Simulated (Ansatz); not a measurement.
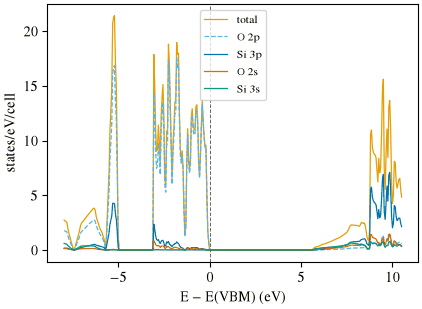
Figure. Total and projected density of states of SiO₂ in space group P4_12_12 (No. 92; Si on 4a, O on 8b), PBE in the plane-wave PAW code Ansatz

### Question
Which orbitals carry the states next to the gap?

### Answer
Top 1 eV of the valence band: O 2p 97 %. Bottom 1 eV of the conduction band: Si 3s 41 %, O 2s 20 %, Si 3p 15 %, outside the projected shells 20 %. Projections are on Löwdin-orthogonalised atomic valence shells; empty p or d shells of many metals are not among them.

### Question
Where is the tallest occupied peak in this window, and what makes it?

### Answer
Near -5.2 eV, about 21 states/eV per cell; the largest projected share is O 2p.

The PBE relaxation kept the symmetry of its start.

Potentials: the earlier of the program's two PAW sets.
